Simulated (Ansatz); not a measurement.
# SiH3Br (SMILES [SiH3]Br) at revPBE/STO-3G

What is the vertical ionisation energy of SiH3Br at revPBE/STO-3G? 

The calculation is run with Ansatz 0.2.0.

56 further runs of the same task are left out: 6 that didn't finish, 50 set aside as unsound or not needed.

**1. Starting point**

SiH3Br has 5 atoms, charge 0, and is taken as a singlet. As SMILES, `[SiH3]Br`. Geometry: relaxed at PBE0-D4/def2-TZVP.

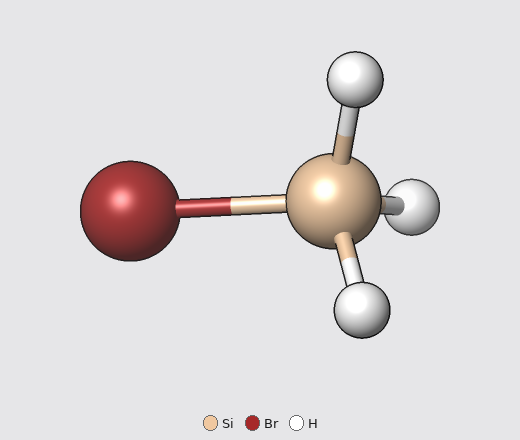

Viewed from a chosen angle; silicon light orange, bromine red, hydrogen white.

**2. The energy at revPBE/STO-3G**

in.yaml

```yaml
basis:
  gaussian:
    orbitals: STO-3G
crystal:
  periodic: [false, false, false]
  atoms:
    - symbol: Si
      position_ang: [-0.147420, 0.056100, -0.043220]
    - symbol: Br
      position_ang: [1.853020, -0.705130, 0.543250]
    - symbol: H
      position_ang: [-1.064550, -0.105170, 1.107850]
    - symbol: H
      position_ang: [-0.625550, -0.731350, -1.202270]
    - symbol: H
      position_ang: [-0.015510, 1.485560, -0.405610]
hamiltonian:
  xc: {name: revPBE}
accuracy: high
```

Started as:

```console
$ ansatz run in.yaml --threads 1 --pin off --max-ram 3480MiB --events-out events.jsonl --progress --plain --runs-dir runs
```

Standard output:

```text
Warning: RAYON_NUM_THREADS=1 ignored (pool sized by the plan → 1); use --threads N
Functional definition: revPBE
  name "revPBE"
  parameter kappa = 1.245
  parameter beta = 0.06672455060314922
  exchange = pbe_x(kappa = kappa, mu = beta*pi^2/3)
  correlation = pbe_c(beta = beta)
441 factors; integrals over basis functions are off by at most 9.1e-9 eV
mean field evaluation 1: about -77106.6573 eV, gradient 2.1e1 eV
mean field evaluation 2: about -77106.3690 eV, gradient 2.2e1 eV
mean field evaluation 4: about -77108.2509 eV, gradient 2.7e-1 eV
mean field evaluation 8: about -77108.1978 eV, gradient 1.5e-3 eV
mean field evaluation 16: about -77108.1978 eV, gradient 2.2e-9 eV
mean field -77108.19775568 eV, -2833.6740017076 hartree, gradient 2.2e-9 eV, S^2 0.000000; 0 other end points of the search recorded, 0 dependent functions left out
reference -77108.19775782 eV, -2833.6740017861 hartree; 26, 26 occupied and 4, 4 virtual orbitals, 441 factors
Total energy: -77108.19775782 eV, -2833.6740017861 hartree
```

Wall time 1.5 s (1 thread of Arm Neoverse V1, shared host); peak memory 0.1 GiB.

**3. The doublet cation, same level**

input.yaml

```yaml
crystal:
  periodic: [false, false, false]
  atoms:
    - {symbol: Si, position_ang: [-0.147420, 0.056100, -0.043220]}
    - {symbol: Br, position_ang: [1.853020, -0.705130, 0.543250]}
    - {symbol: H, position_ang: [-1.064550, -0.105170, 1.107850]}
    - {symbol: H, position_ang: [-0.625550, -0.731350, -1.202270]}
    - {symbol: H, position_ang: [-0.015510, 1.485560, -0.405610]}
basis:
  gaussian: {orbitals: STO-3G}
magnetization: {spin_polarized: true, initial_magnetization: 1}
total_charge: 1
hamiltonian: {xc: {name: revPBE}}
accuracy: high
```

Started as:

```console
$ ansatz run input.yaml --threads 1 --pin off --max-ram 3480MiB --events-out events.jsonl --progress --plain --runs-dir runs
```

Standard output, shortened:

```text
Warning: RAYON_NUM_THREADS=1 ignored (pool sized by the plan → 1); use --threads N
[... 6 set-up lines as earlier in the session ...]
441 factors; integrals over basis functions are off by at most 9.1e-9 eV
mean field evaluation 1: about -77098.9875 eV, gradient 1.1e1 eV
mean field evaluation 2: about -77098.2964 eV, gradient 1.3e1 eV
mean field evaluation 4: about -77099.8606 eV, gradient 2.4e0 eV
mean field evaluation 8: about -77099.9026 eV, gradient 1.4e0 eV
mean field evaluation 16: about -77099.8724 eV, gradient 5.2e-3 eV
mean field evaluation 32: about -77099.8707 eV, gradient 3.2e-8 eV
mean field evaluation 64: about -77099.8715 eV, gradient 1.3e-2 eV
mean field -77099.87236558 eV, -2833.3680492646 hartree, gradient 1.7e-8 eV, S^2 0.750969; 4 other end points of the search recorded, 0 dependent functions left out
reference -77099.87236777 eV, -2833.3680493449 hartree; 26, 25 occupied and 4, 5 virtual orbitals, 441 factors
Total energy: -77099.87236777 eV, -2833.3680493449 hartree
```

It took 16 s on 1 thread of Arm Neoverse V1, shared host; peak memory 0.14 GiB.

**4. Outcome**

At revPBE/STO-3G:

| quantity | value |
| --- | --- |
| singlet SiH3Br: total energy | -2833.67400 Eh |
| doublet cation: total energy | -2833.36805 Eh |
| doublet cation: ⟨S²⟩ | 0.751 |
| vertical ionisation energy (to the doublet cation) | 8.325 eV |

Removing an electron at fixed nuclei costs 8.33 eV (803 kJ/mol). In a minimal basis such a difference can be off by several eV, whatever the method.
